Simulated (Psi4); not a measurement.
# Two attempts at BClH2 (SMILES BCl)

Wanted: the energy of BClH2, MP4/6-31G** (ZORA, Cartesian functions).

The calculation is run with Psi4 1.11.

## 1. The molecule

BClH2: 4 atoms, total charge 0, spin state singlet. SMILES: `BCl`. The coordinates come from a PBE0-D4/def2-TZVP relaxation.

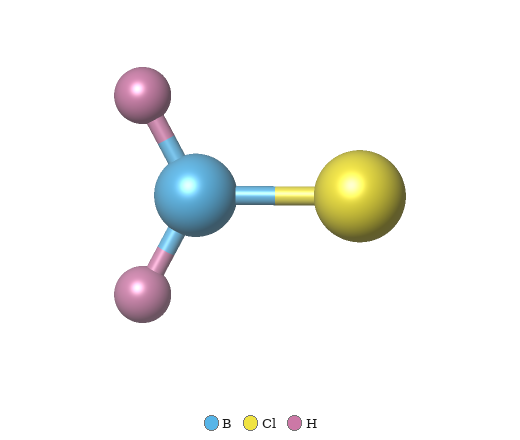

Viewed from a chosen angle; boron blue, chlorine yellow, hydrogen pink.

## 2. First attempt

Input file job.dat:

```
memory 1.6 GB

molecule system {
  0 1
  B     -0.116700     0.021700    -0.075300
  Cl     1.365000    -0.395300     0.721200
  H     -1.106200    -0.559500     0.240400
  H     -0.086600     0.872800    -0.906600
  symmetry c1
}

set reference rhf
set freeze_core true
set scf_type pk
set maxiter 5
set relativistic zora

e_tot, wfn = energy("mp4/6-31G**", return_wfn=True)
```

Launch:

```bash
psi4 job.dat job.out -n 1
```

job.out:

```text
Psi4 1.11 release

Relativistic analytic gradients are not implemented yet, re-routing to finite differences.

   => Loading Basis Set <=

    Name: 6-31G**
    Role: ORBITAL
    Keyword: BASIS

         ---------------------------------------------------------
                                   SCF
                              RHF Reference
                        1 Threads,   1525 MiB Core
         ---------------------------------------------------------

  ==> Geometry <==

    Molecular point group: c1
    Full point group: C1

    Geometry (in Angstrom), charge = 0, multiplicity = 1:

[... 97 lines left out ...]
                        Total Energy        Delta E     RMS |[F,P]|
[... 1 line left out ...]
   @RHF iter SAD:  -486.95275241293484   -4.86953e+02   0.00000e+00
   @RHF iter   1:  -487.47181228744387   -5.19060e-01   2.73464e-03 DIIS/ADIIS
   @RHF iter   2:  -487.48124466903278   -9.43238e-03   8.95045e-04 DIIS/ADIIS
   @RHF iter   3:  -487.48248591165475   -1.24124e-03   3.01668e-04 DIIS/ADIIS
   @RHF iter   4:  -487.48270050484115   -2.14593e-04   6.33276e-05 DIIS
   @RHF iter   5:  -487.48271781108241   -1.73062e-05   1.59160e-05 DIIS
[... 1 line left out ...]
PsiException: Could not converge SCF iterations in 5 iterations.

  Failed to converge.

psi4.driver.p4util.exceptions.SCFConvergenceError: Could not converge SCF iterations in 5 iterations.

Printing out the relevant lines from the Psithon --> Python processed input file:
    core.set_global_option("REFERENCE", "rhf")
    core.set_global_option("FREEZE_CORE", "true")
    core.set_global_option("SCF_TYPE", "pk")
    core.set_global_option("MAXITER", 5)
    core.set_global_option("RELATIVISTIC", "zora")
--> e_tot, wfn = energy("mp4/6-31G**", return_wfn=True)

!-----------------------------------------------------!
!                                                     !
!  Could not converge SCF iterations in 5 iterations. !
!                                                     !
!-----------------------------------------------------!

    Psi4 run time: 0:00:02.84
```

Wall time 3.9 s (1 thread of Intel Xeon 6975P-C (Granite Rapids), shared host); peak memory 0.31 GiB.

## 3. What went wrong

No converged result was reached.

The log says `Could not converge SCF iterations in 5 iterations.`. What is wrong: the iteration cap is too low for convergence. To mend it: SCF iteration cap at its default in place of 5.

## 4. Second attempt

Input file input.in:

```
memory 1600 mb

molecule geom {
  0 1
  B     -0.116700     0.021700    -0.075300
  Cl     1.365000    -0.395300     0.721200
  H     -1.106200    -0.559500     0.240400
  H     -0.086600     0.872800    -0.906600
  symmetry c1
}

set {
  reference rhf
  freeze_core true
  scf_type pk
  relativistic zora
}

energy("mp4/6-31G**")
```

Launch:

```bash
psi4 -n 1 input.in input.out
```

input.out:

```text
Psi4 1.11 release

Relativistic analytic gradients are not implemented yet, re-routing to finite differences.

   => Loading Basis Set <=

    Name: 6-31G**
    Role: ORBITAL
    Keyword: BASIS

         ---------------------------------------------------------
                                   SCF
                              RHF Reference
                        1 Threads,   1525 MiB Core
         ---------------------------------------------------------

  ==> Geometry <==

    Molecular point group: c1
    Full point group: C1

    Geometry (in Angstrom), charge = 0, multiplicity = 1:

[... 103 lines left out ...]
   @RHF iter   4:  -487.48270050484115   -2.14593e-04   6.33276e-05 DIIS
[... 5 lines left out ...]
   @RHF iter  10:  -487.48271889672776   -1.08002e-12   2.78726e-09 DIIS
[... 34 lines left out ...]
    Two-Electron Energy =                 221.3451522185545457
[... 94 lines left out ...]
        Use frozen natural orbitals?           no
[... 36 lines left out ...]
      * MP2 total energy:                   -487.700062248379
[... 7 lines left out ...]
        SS MP3 correlation energy:            -0.048945637910
[... 6 lines left out ...]
      * MP4(SDQ) total energy:              -487.726428049720
[... 3 lines left out ...]
        ==> Resort (ov|vv) integrals for low-memory (T) computation <==

        *******************************************************
        *                                                     *
        *                       MP4(T)                        *
        *                                                     *
        *******************************************************

        Using low-memory algorithm.

        num_threads:                      1
        available memory:        1525.88 mb
        memory requirements:        0.62 mb

        Number of abc combinations: 5984

        Computing (T) correction...

        % complete  total time
              10.0         0 s
              20.0         0 s
              30.0         0 s
              40.0         0 s
              50.0         0 s
              60.0         0 s
              70.0         0 s
              80.0         0 s
              90.0         0 s

        MP4(T) correlation energy:              -0.005322978345

        MP4(SDTQ) correlation energy:           -0.249032131338
      * MP4(SDTQ) total energy:               -487.731751028066

	total time  =          0 seconds =       0.00 minutes

    Psi4 run time: 0:00:03.17
```

It took 4.2 s on 1 thread of Intel Xeon 6975P-C (Granite Rapids), shared host; peak memory 0.31 GiB.

## 5. Outcome

Level: MP4/6-31G** (ZORA, Cartesian functions).

```
                                   quantity          value
                               total energy  -487.73175 Eh
        HOMO energy (Hartree–Fock orbitals)      -11.92 eV
        LUMO energy (Hartree–Fock orbitals)        2.29 eV
      HOMO–LUMO gap (Hartree–Fock orbitals)       14.21 eV
correlation energy (6 core orbitals frozen)     -249.0 mEh
```
